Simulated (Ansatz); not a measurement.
# Ga₂SbP₃: what the fields show

```cif
data_structure
_symmetry_space_group_name_H-M 'P 1'
_symmetry_Int_Tables_number 1
_cell_length_a 6.2993
_cell_length_b 6.2993
_cell_length_c 7.7949
_cell_angle_alpha 90.001
_cell_angle_beta 89.999
_cell_angle_gamma 124.569
_cell_volume 254.70
loop_
_atom_site_label
_atom_site_type_symbol
_atom_site_fract_x
_atom_site_fract_y
_atom_site_fract_z
_atom_site_occupancy
Ga1 Ga 0.69131 0.41079 0.24989 1
Ga2 Ga 0.41174 0.69036 0.24990 1
Sb1 Sb 0.02899 0.02802 0.99990 1
P1 P 0.10892 0.79253 0.24990 1
P2 P 0.79349 0.10796 0.24989 1
P3 P 0.46721 0.46626 0.99989 1
Ga3 Ga 0.69131 0.41079 0.74989 1
Ga4 Ga 0.41175 0.69036 0.74990 1
Sb2 Sb 0.02897 0.02803 0.49990 1
P4 P 0.10892 0.79254 0.74989 1
P5 P 0.79349 0.10797 0.74991 1
P6 P 0.46720 0.46625 0.49990 1
```

Space group Amm2; a structure from a database of computed crystals, not necessarily the ambient phase; started from the Li2CeO3-65 prototype, which need not be the ambient phase; changed on purpose from its base cell (shaken).

Method: Ansatz 0.2.0, DFT, PBEsol, plane waves, PAW.

In a PAW calculation such maps are meaningful between the atoms, not at the nuclei.

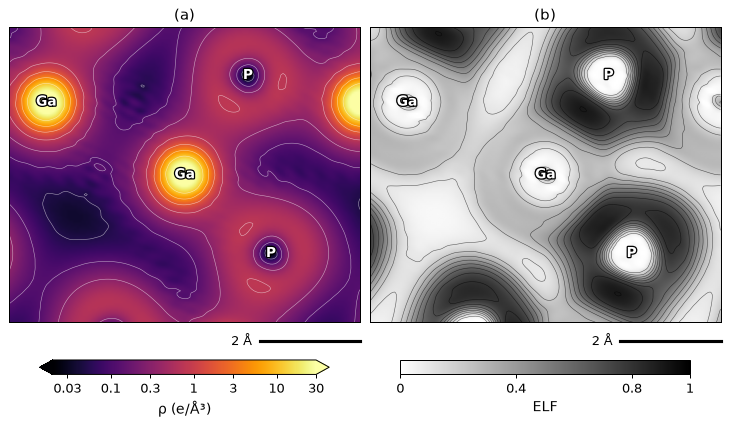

Figure 1. (a) valence charge density (pseudo); (b) electron localisation function on the (001) plane of the calculation cell.

**Interpret the plot.**

- The section cuts through Ga and P sites.
- Ga–P (2.35 Å): the density is about 0.55 e/Å³ at the midpoint; the ELF peaks at about 0.90 in the valence shell of P, 0.9 Å from its nucleus, and is about 0.75 at the midpoint.
- Between the atoms the lowest density in this plane is 0.04 e/Å³.

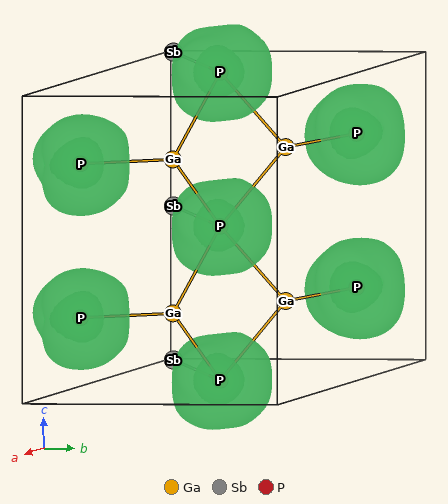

Figure 2. Isosurface of the electron localisation function at 0.65 (green), seen at an oblique angle. Only the valence region is drawn (cores and ρ < 0.01 e/Å³ removed). Sticks mark near contacts.

**Where are the electrons localised?**

At this value the surface marks out six regions on P in which the atom's valence shell and bonds are merged, counted in one cell of 12 atoms. Any copies at cell faces, edges or corners count once. Along the contacts the grid gives the following. Ga–P (2.33 Å): the ELF peaks at about 0.90 in the valence shell of P, 0.8 Å from its nucleus, and is about 0.70 at the midpoint. Sb–P (2.57 Å): the ELF peaks at about 0.90 in the valence shell of P, 0.9 Å from its nucleus, and is about 0.70 at the midpoint.
